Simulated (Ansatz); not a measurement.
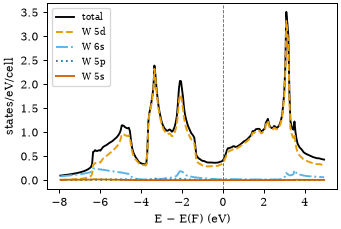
Total and projected density of states of W (bcc (W type), Im-3m), PBEsol (plane waves, PAW; program Ansatz)

### Question
Which orbitals carry the states next to the Fermi level?

### Answer
Within 0.5 eV of the Fermi level: W 5d 87 %, outside the projected shells 8 %. Projections are on Löwdin-orthogonalised atomic valence shells; empty p or d shells of many metals are not among them.

### Question
Where is the tallest occupied peak in this window, and what makes it?

### Answer
Near -3.4 eV, about 2.4 states/eV per cell; the largest projected share is W 5d.

The PBEsol relaxation kept the symmetry of its start. No spin polarisation was allowed. Scalar-relativistic: spin–orbit coupling is off unless named, which matters more the heavier the elements.

Potentials: the earlier of the program's two PAW sets. The files were generated under PBE; for other functionals the program regenerates the frozen cores, and for LDA and PBEsol the local potential too.
